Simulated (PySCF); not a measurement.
# RuF6: ligand-field states

What do calculations give for the ligand-field states of RuF6?

Programs: PySCF 2.14.0, with routines of our own; each step states its level. All values are computed. Atoms count from 0.

## 1. The starting structure

7 atoms, charge 0, states of the metal's open shell are computed; geometry from: model start, shaken.

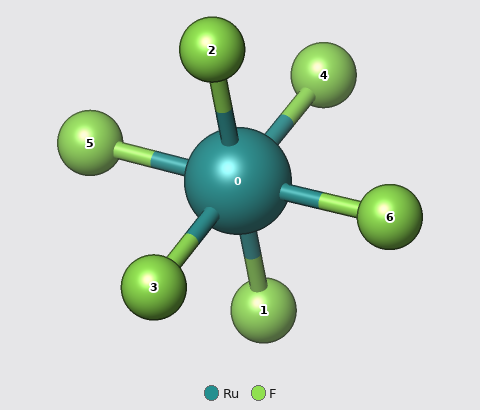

The starting geometry (ruthenium teal, fluorine green); sticks join atoms by distance alone.

## 2. Optimising the geometry at PBE0-D3(BJ)/def2-TZVP

Job settings and geometry (Å):

```
{"job": {"xc": "PBE0", "basis": "def2-TZVP", "d3": "d3bj", "grid": 1, "maxiter": 45, "kind": "geom"}, "charge": 0, "metal": "Ru", "open_shell": "d2"}
Ru     0.000020     0.004480    -0.004110
F     -0.013360    -0.006820     1.905130
F      0.000900     0.020100    -1.927380
F      1.910690     0.007350     0.005350
F     -1.918420    -0.013960    -0.000440
F      0.010430     1.899840    -0.006860
F     -0.028520    -1.939340    -0.027630
```

Started as:

```bash
$ OMP_NUM_THREADS=1 python lf_run.py task.json out
```

This one command runs all jobs of the session in turn.

What it wrote:

```text
step   0  E = -693.55636289  max force = 0.061269
step   1  E = -693.59556844  max force = 0.007323
step   2  E = -693.59539341  max force = 0.004015
step   3  E = -693.59566589  max force = 0.002944
step   4  E = -693.59568350  max force = 0.003572
step   5  E = -693.59570944  max force = 0.002534
step   6  E = -693.59569896  max force = 0.003046
step   7  E = -693.59571641  max force = 0.001635
step   8  E = -693.59572117  max force = 0.000355
optimisation converged
```

It took 13 min on 1 thread of Arm Neoverse N1, shared host; peak memory 0.93 GiB.

Relaxation path: (the energy doesn't fall at every step)

| step | energy from step 0 (eV) | largest force component (eV/Å) |
| --- | --- | --- |
| 0 | 0.0000 | 3.1506 |
| 1 | -1.0668 | 0.3766 |
| 2 | -1.0621 | 0.2065 |
| 3 | -1.0695 | 0.1514 |
| 4 | -1.0700 | 0.1837 |
| 5 | -1.0707 | 0.1303 |
| 6 | -1.0704 | 0.1566 |
| 7 | -1.0709 | 0.0841 |
| 8 | -1.0710 | 0.0183 |

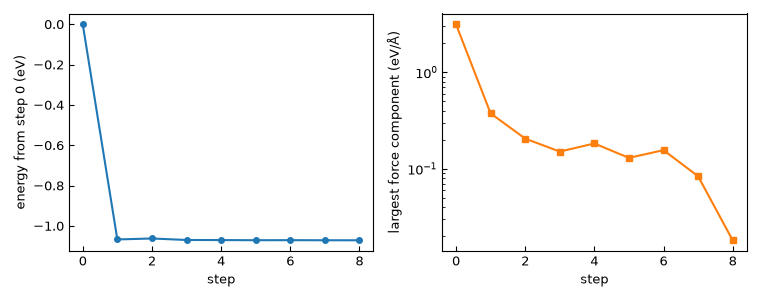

Energy and largest force along the relaxation.

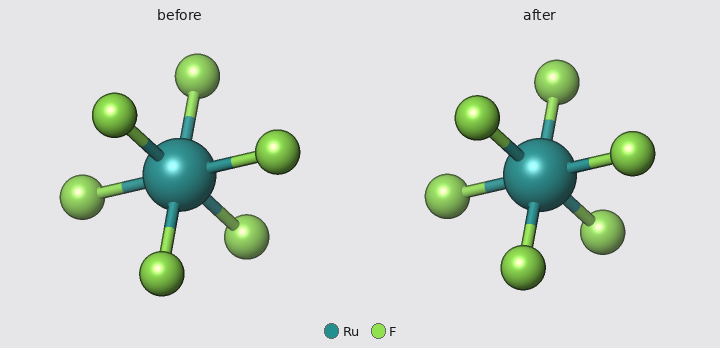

Before and after, at one scale.

Close pairs (by a distance rule), those that changed most:

| bond | before (Å) | after (Å) | change (Å) |
| --- | --- | --- | --- |
| Ru0–F6 | 1.944 | 1.812 | -0.132 |
| Ru0–F2 | 1.923 | 1.798 | -0.125 |
| Ru0–F1 | 1.909 | 1.798 | -0.111 |
| Ru0–F4 | 1.919 | 1.812 | -0.107 |
| Ru0–F3 | 1.911 | 1.812 | -0.099 |
| Ru0–F5 | 1.895 | 1.811 | -0.084 |

The end geometry:

```xyz
7
F6Ru
Ru   -0.00522   -0.00386   -0.00762
F    -0.01577   -0.01780    1.79044
F     0.00360    0.00991   -1.80591
F     1.80655    0.01243   -0.00859
F    -1.81709   -0.02065   -0.00674
F     0.01896    1.80745   -0.00193
F    -0.02929   -1.81582   -0.01559
```

| at the end point | value |
| --- | --- |
| point group (found at 0.08 Å tolerance) | Oh |
| rotational constants (GHz, main isotopes) | 2.066, 2.025, 2.018 |
| dipole moment (D) | 0.01 |
| ⟨S²⟩ | 2.013 |

## 3. Ligand-field states: state-averaged CASSCF

Job settings and geometry (Å):

```
{"job": {"kind": "lf", "basis": {"metal": "x2c-TZVPall", "ligand": "x2c-SVPall"}, "nevpt": true}, "charge": 0, "metal": "Ru", "open_shell": "d2"}
Ru     0.000000     0.000000     0.000000
F     -0.000000     1.807237    -0.000000
F      0.000000    -1.807237     0.000000
F     -0.000000     0.000000     1.807237
F      0.000000    -0.000000    -1.807237
F      1.807237     0.000000     0.000000
F     -1.807237    -0.000000    -0.000000
```

Level: state-averaged CASSCF of the metal d shell, SC-NEVPT2 on the averaged canonical orbitals, state-interaction spin-orbit coupling.

What it wrote:

```text
basis functions 147, electrons 98, active (2e, 5o)
stage 1: DIIS on the effective Fock matrix, level shift 0.30
cycle   1  E = -5122.2977165711  dE = -5.122e+03  max|g| = 1.090e+00
cycle   2  E = -5121.5699759857  dE =  7.277e-01  max|g| = 1.002e+00
cycle   3  E = -5123.9272722410  dE = -2.357e+00  max|g| = 6.155e-01
cycle   4  E = -5122.0725915917  dE =  1.855e+00  max|g| = 1.288e+00
cycle   5  E = -5122.2004417020  dE = -1.279e-01  max|g| = 1.216e+00
cycle   6  E = -5122.5295549815  dE = -3.291e-01  max|g| = 7.666e-01
cycle   7  E = -5122.8351261593  dE = -3.056e-01  max|g| = 4.452e-01
cycle   8  E = -5122.9649651958  dE = -1.298e-01  max|g| = 5.682e-01
cycle   9  E = -5123.9488407809  dE = -9.839e-01  max|g| = 3.891e-01
cycle  10  E = -5124.0877246561  dE = -1.389e-01  max|g| = 3.517e-01
cycle  11  E = -5124.0917120501  dE = -3.987e-03  max|g| = 4.153e-01
cycle  12  E = -5124.0835511614  dE =  8.161e-03  max|g| = 4.247e-01
cycle  13  E = -5124.0871300661  dE = -3.579e-03  max|g| = 4.178e-01
cycle  14  E = -5124.1442060624  dE = -5.708e-02  max|g| = 3.427e-01
cycle  15  E = -5124.1802297559  dE = -3.602e-02  max|g| = 3.181e-01
stage 2: quasi-Newton rotations from the point of smallest gradient
cycle  18  E = -5124.2563659099  dE = -7.614e-02  max|g| = 1.043e-01
cycle  19  E = -5124.2669608716  dE = -1.059e-02  max|g| = 2.770e-02
cycle  20  E = -5124.2680645433  dE = -1.104e-03  max|g| = 9.797e-03
cycle  21  E = -5124.2682020042  dE = -1.375e-04  max|g| = 6.299e-03
cycle  22  E = -5124.2682561788  dE = -5.417e-05  max|g| = 2.569e-03
cycle  23  E = -5124.2682624650  dE = -6.286e-06  max|g| = 5.041e-04
cycle  24  E = -5124.2682628997  dE = -4.346e-07  max|g| = 8.719e-05
cycle  25  E = -5124.2682629127  dE = -1.307e-08  max|g| = 6.639e-05
cycle  26  E = -5124.2682629210  dE = -8.271e-09  max|g| = 3.093e-05
cycle  27  E = -5124.2682629215  dE = -5.484e-10  max|g| = 7.567e-06
converged average energy = -5124.2682629215

 mult deg   label        CASSCF/cm-1   NEVPT2/cm-1
   3   3   3T1g                0.0           0.0
   1   2   1Eg             10259.6        6695.1
   1   3   1T2g             8599.1        7164.5
   1   1   1A1g            22150.6       15818.5
   3   3   3T2g            39457.8       39606.6
   3   3   3T1g            48750.8       43227.8
   1   3   1T2g            48326.9       46269.8
   1   3   1T1g            53309.6       47563.8
   3   1   3A2g            79268.5       79864.6
   1   2   1Eg             91735.8       85913.0
   1   1   1A1g           104971.3       91814.1

spin-orbit levels / cm-1
      0.00  x2  3T1g 0.98
     36.58  x3  3T1g 0.99
   1337.73  x3  3T1g 1.00
   1815.32  x1  3T1g 0.99
   7516.61  x2  1Eg 0.98
   7949.25  x3  1T2g 0.99
  16667.18  x1  1A1g 0.99
  39843.36  x1  3T2g 1.00
  40078.20  x3  3T2g 0.99
  40543.30  x2  3T2g 0.96 3T1g 0.03
  40563.03  x3  3T2g 0.98
  43343.58  x1  3T1g 1.00
  43689.22  x3  3T1g 0.98
  44205.48  x3  3T1g 0.93 1T2g 0.06
  44492.50  x2  3T1g 0.96 3T2g 0.03
  47244.83  x3  1T2g 0.93 3T1g 0.06
  48435.67  x3  1T1g 0.99
  80719.83  x3  3A2g 1.00
  86754.25  x2  1Eg 1.00
  92661.67  x1  1A1g 1.00
```

Run time: 24 s. Hardware: 1 thread of Arm Neoverse N1, shared host; peak memory 0.44 GiB.

Warnings kept with the result: strongly covalent, metal-shell active space is small for this complex.

In short:

| quantity | value |
| --- | --- |
| spin-orbit constant ζ | 1035 cm⁻¹ |

Powder susceptibility:

| T (K) | χT (cm³ K/mol) | μ(eff) |
| --- | --- | --- |
| 2 | 0.016 | 0.35 |
| 5 | 0.039 | 0.56 |
| 10 | 0.077 | 0.79 |
| 20 | 0.140 | 1.06 |
| 30 | 0.175 | 1.18 |
| 50 | 0.209 | 1.29 |
| 75 | 0.231 | 1.36 |
| 100 | 0.248 | 1.41 |
| 150 | 0.279 | 1.49 |
| 200 | 0.307 | 1.57 |
| 250 | 0.335 | 1.64 |
| 300 | 0.363 | 1.70 |

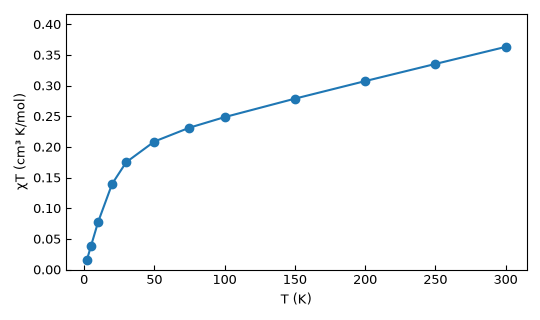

χT against temperature.

Orbitals, density, ELF and potential are computed afterwards from the orbital file.

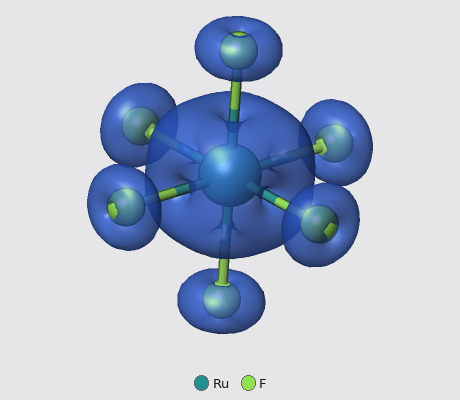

Spin density at ±0.04 e/Å³ (alpha excess blue, beta excess red).

In these pictures sticks join atoms by distance alone, so bonds to metals can be missing or extra.

## 4. Ligand-field states: state-averaged CASSCF (basis x2c-TZVPall)

Settings changed since step 3:

```diff
@@ -1,2 +1,2 @@
-{"job": {"kind": "lf", "basis": {"metal": "x2c-TZVPall", "ligand": "x2c-SVPall"}, "nevpt": true}, "charge": 0, "metal": "Ru", "open_shell": "d2"}
+{"job": {"kind": "lf", "basis": "x2c-TZVPall", "nevpt": true}, "charge": 0, "metal": "Ru", "open_shell": "d2"}
 Ru     0.000000     0.000000     0.000000
```

With the program's defaults for keys left out, this is: state-averaged CASSCF of the metal d shell, SC-NEVPT2 on the averaged canonical orbitals, state-interaction spin-orbit coupling.

What it wrote:

```text
basis functions 249, electrons 98, active (2e, 5o)
stage 1: DIIS on the effective Fock matrix, level shift 0.30
cycle   1  E = -5123.0460163862  dE = -5.123e+03  max|g| = 1.244e+00
cycle   2  E = -5122.3396802693  dE =  7.063e-01  max|g| = 1.109e+00
cycle   3  E = -5124.6941408045  dE = -2.354e+00  max|g| = 7.079e-01
cycle   4  E = -5122.7936293580  dE =  1.901e+00  max|g| = 1.302e+00
cycle   5  E = -5122.9281538590  dE = -1.345e-01  max|g| = 1.244e+00
cycle   6  E = -5123.1660638835  dE = -2.379e-01  max|g| = 9.153e-01
cycle   7  E = -5123.5467729649  dE = -3.807e-01  max|g| = 6.817e-01
cycle   8  E = -5123.6615322535  dE = -1.148e-01  max|g| = 5.328e-01
cycle   9  E = -5123.8420864268  dE = -1.806e-01  max|g| = 4.647e-01
cycle  10  E = -5124.6152287127  dE = -7.731e-01  max|g| = 4.345e-01
cycle  11  E = -5124.7690968507  dE = -1.539e-01  max|g| = 5.076e-01
cycle  12  E = -5124.7950355292  dE = -2.594e-02  max|g| = 5.044e-01
cycle  13  E = -5124.7873791506  dE =  7.656e-03  max|g| = 5.143e-01
cycle  14  E = -5124.7848137137  dE =  2.565e-03  max|g| = 5.168e-01
cycle  15  E = -5124.8004148684  dE = -1.560e-02  max|g| = 4.987e-01
stage 2: quasi-Newton rotations from the point of smallest gradient
cycle  18  E = -5124.8567115016  dE = -2.415e-01  max|g| = 1.831e-01
cycle  20  E = -5124.9831922050  dE = -1.265e-01  max|g| = 1.065e-01
cycle  21  E = -5125.0210431584  dE = -3.785e-02  max|g| = 1.037e-01
cycle  22  E = -5125.0321017461  dE = -1.106e-02  max|g| = 5.777e-02
cycle  23  E = -5125.0358740859  dE = -3.772e-03  max|g| = 3.511e-02
cycle  24  E = -5125.0381477628  dE = -2.274e-03  max|g| = 9.376e-03
cycle  26  E = -5125.0382642220  dE = -1.165e-04  max|g| = 5.378e-03
cycle  27  E = -5125.0383048172  dE = -4.060e-05  max|g| = 1.462e-03
cycle  28  E = -5125.0383083482  dE = -3.531e-06  max|g| = 4.216e-04
cycle  29  E = -5125.0383087757  dE = -4.276e-07  max|g| = 1.874e-04
cycle  30  E = -5125.0383088275  dE = -5.171e-08  max|g| = 1.788e-05
cycle  31  E = -5125.0383088299  dE = -2.439e-09  max|g| = 5.232e-06
converged average energy = -5125.0383088299

 mult deg   label        CASSCF/cm-1   NEVPT2/cm-1
   3   3   3T1g                0.0           0.0
   1   2   1Eg             10338.3        6852.1
   1   3   1T2g             8749.8        7257.4
   1   1   1A1g            22423.3       16122.9
   3   3   3T2g            39557.0       39413.2
   3   3   3T1g            48845.1       43067.2
   1   3   1T2g            48600.3       46143.7
   1   3   1T1g            53425.7       47379.8
   3   1   3A2g            79593.7       79509.7
   1   2   1Eg             91970.0       85440.3
   1   1   1A1g           105135.9       91224.0

spin-orbit levels / cm-1
      0.00  x2  3T1g 0.98
     36.62  x3  3T1g 0.99
   1353.44  x3  3T1g 1.00
   1838.83  x1  3T1g 0.99
   7681.68  x2  1Eg 0.99
   8050.35  x3  1T2g 0.99
  16978.64  x1  1A1g 0.99
  39653.10  x1  3T2g 1.00
  39891.03  x3  3T2g 0.99
  40361.22  x2  3T2g 0.96 3T1g 0.03
  40380.34  x3  3T2g 0.98
  43183.45  x1  3T1g 1.00
  43532.93  x3  3T1g 0.98
  44056.97  x3  3T1g 0.93 1T2g 0.06
  44347.14  x2  3T1g 0.96 3T2g 0.03
  47129.96  x3  1T2g 0.93 3T1g 0.06
  48262.71  x3  1T1g 0.99
  80375.44  x3  3A2g 1.00
  86291.96  x2  1Eg 1.00
  92082.47  x1  1A1g 1.00
```

Wall time 62 s (1 thread of Arm Neoverse N1, shared host); peak memory 0.76 GiB.

Warnings kept with the result: strongly covalent, metal-shell active space is small for this complex.

In short:

| quantity | value |
| --- | --- |
| spin-orbit constant ζ | 1043 cm⁻¹ |

Powder susceptibility:

| T (K) | χT (cm³ K/mol) | μ(eff) |
| --- | --- | --- |
| 2 | 0.015 | 0.35 |
| 20 | 0.138 | 1.05 |
| 100 | 0.246 | 1.40 |
| 300 | 0.360 | 1.70 |

## 5. Ligand-field states: state-averaged CASSCF (avg hs)

Settings changed since step 4:

```diff
@@ -1,2 +1,2 @@
-{"job": {"kind": "lf", "basis": "x2c-TZVPall", "nevpt": true}, "charge": 0, "metal": "Ru", "open_shell": "d2"}
+{"job": {"kind": "lf", "basis": {"metal": "x2c-TZVPall", "ligand": "x2c-SVPall"}, "nevpt": true, "avg": "hs"}, "charge": 0, "metal": "Ru", "open_shell": "d2"}
 Ru     0.000000     0.000000     0.000000
```

With the program's defaults for keys left out, this is: state-averaged CASSCF of the metal d shell, SC-NEVPT2 on the averaged canonical orbitals, state-interaction spin-orbit coupling.

What it wrote (excerpt; [...] marks lines left out):

```text
basis functions 147, electrons 98, active (2e, 5o)
stage 1: DIIS on the effective Fock matrix, level shift 0.30
cycle   1  E = -5122.3112604230  dE = -5.122e+03  max|g| = 1.089e+00
cycle   2  E = -5121.6173583955  dE =  6.939e-01  max|g| = 1.019e+00
cycle   3  E = -5124.0226373540  dE = -2.405e+00  max|g| = 4.643e-01
cycle   4  E = -5123.9725778528  dE =  5.006e-02  max|g| = 7.488e-01
cycle   5  E = -5124.0751292849  dE = -1.026e-01  max|g| = 6.293e-01
cycle   6  E = -5124.2274932881  dE = -1.524e-01  max|g| = 3.139e-01
cycle   7  E = -5124.2763484790  dE = -4.886e-02  max|g| = 9.623e-02
cycle   8  E = -5124.2814389328  dE = -5.090e-03  max|g| = 4.756e-02
cycle   9  E = -5124.2821120507  dE = -6.731e-04  max|g| = 3.889e-02
cycle  10  E = -5124.2829869616  dE = -8.749e-04  max|g| = 1.228e-02
[... 10 cycles left out ...]
cycle  21  E = -5124.2830907049  dE = -1.718e-08  max|g| = 1.744e-04
cycle  22  E = -5124.2830907137  dE = -8.828e-09  max|g| = 1.258e-04
cycle  23  E = -5124.2830907183  dE = -4.524e-09  max|g| = 9.031e-05
cycle  24  E = -5124.2830907206  dE = -2.334e-09  max|g| = 6.535e-05
cycle  25  E = -5124.2830907218  dE = -1.202e-09  max|g| = 4.758e-05
cycle  26  E = -5124.2830907224  dE = -6.330e-10  max|g| = 3.482e-05
cycle  27  E = -5124.2830907228  dE = -3.365e-10  max|g| = 2.548e-05
cycle  28  E = -5124.2830907230  dE = -1.774e-10  max|g| = 1.870e-05
cycle  29  E = -5124.2830907231  dE = -9.823e-11  max|g| = 1.364e-05
cycle  30  E = -5124.2830907231  dE = -4.911e-11  max|g| = 9.968e-06
converged average energy = -5124.2830907231

 mult deg   label        CASSCF/cm-1   NEVPT2/cm-1
   3   3   3T1g                0.0           0.0
   1   2   1Eg             10314.2        6772.2
   1   3   1T2g             8690.2        7191.5
   1   1   1A1g            22328.4       15927.0
   3   3   3T2g            39514.0       39668.4
   3   3   3T1g            48827.2       43335.6
   1   3   1T2g            48445.9       46336.8
   1   3   1T1g            53408.7       47686.5
   3   1   3A2g            79408.1       79959.9
   1   2   1Eg             91900.1       86046.2
   1   1   1A1g           105170.0       91995.5

spin-orbit levels / cm-1
      0.00  x2  3T1g 0.98
     36.38  x3  3T1g 0.99
   1347.36  x3  3T1g 1.00
   1828.75  x1  3T1g 0.99
   7599.06  x2  1Eg 0.98
   7981.84  x3  1T2g 0.99
  16781.39  x1  1A1g 0.99
  39906.91  x1  3T2g 1.00
  40143.61  x3  3T2g 0.99
  40612.65  x2  3T2g 0.96 3T1g 0.03
  40631.99  x3  3T2g 0.98
  43451.64  x1  3T1g 1.00
  43799.59  x3  3T1g 0.98
  44316.28  x3  3T1g 0.93 1T2g 0.07
  44608.57  x2  3T1g 0.96 3T2g 0.03
  47322.77  x3  1T2g 0.93 3T1g 0.06
  48564.44  x3  1T1g 0.99
  80821.34  x3  3A2g 1.00
  86893.56  x2  1Eg 1.00
  92849.31  x1  1A1g 1.00
```

It took 22 s on 1 thread of Arm Neoverse N1, shared host; peak memory 0.45 GiB.

Warnings kept with the result: strongly covalent, metal-shell active space is small for this complex.

From this job:

| quantity | value |
| --- | --- |
| spin-orbit constant ζ | 1041 cm⁻¹ |

Powder susceptibility:

| T (K) | χT (cm³ K/mol) | μ(eff) |
| --- | --- | --- |
| 2 | 0.015 | 0.35 |
| 20 | 0.139 | 1.05 |
| 100 | 0.247 | 1.41 |
| 300 | 0.361 | 1.70 |

## 6. Ligand field across the series

From the NEVPT2 states (cm⁻¹; the spread is that of the fitted one-electron ligand-field levels):

| step | setting | ground state | next state | orbital spread | Racah B | ζ | μ(eff), 300 K |
| --- | --- | --- | --- | --- | --- | --- | --- |
| 3 | as given | 3T1g | 1Eg at 6695 | 40216 | 380 | 1035 | 1.70 |
| 4 | basis x2c-TZVPall | 3T1g | 1Eg at 6852 | 40026 | 384 | 1043 | 1.70 |
| 5 | avg hs | 3T1g | 1Eg at 6772 | 40272 | 384 | 1041 | 1.70 |

## 7. What came out

```
                                                         quantity                 value
                             rotational constants (main isotopes)  2.07, 2.02, 2.02 GHz
            spin-orbit constant ζ (step 3, state-averaged CASSCF)             1035 cm⁻¹
ground multiplicity, μ(eff) at 300 K (step 3, 6 donors at 1.81 Å)            3, 1.70 μB
ground multiplicity, μ(eff) at 300 K (step 4, 6 donors at 1.81 Å)            3, 1.70 μB
ground multiplicity, μ(eff) at 300 K (step 5, 6 donors at 1.81 Å)            3, 1.70 μB
```

In words: Over 8 steps the energy fell by 1.071 eV; of the close pairs, Ru0–F6 changed most, 1.944 to 1.812 Å. The next job takes another geometry, as its input shows. In step 3, χT goes from 0.02 at 2 K to 0.36 cm³ K/mol at 300 K, as higher levels fill or mix in. The bonding is strongly covalent, and an active space of the metal's shell alone is small for it, so these values are rough.
